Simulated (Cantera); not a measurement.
Feed: 1 mol CH3OH, 52 mol H2, equilibrated at 7.30 mbar.

Method: chemical equilibrium by Gibbs-energy minimisation in Cantera with the NASA 1993 tables (ideal gas, pure condensed phases). Candidate condensed phases: C, C6H6, C7H8, C8H18, H2O; 110 gas species. Equilibrium is a limit: real reactors are often held back by kinetics, nucleation or transport.

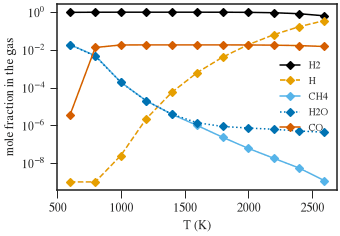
Figure: Equilibrium gas composition (values under 1e-9 drawn at 1e-9)

From 598 K to 2598 K nothing is condensed. The main C-bearing gas is CH4 at 598 K and CO at 2598 K.
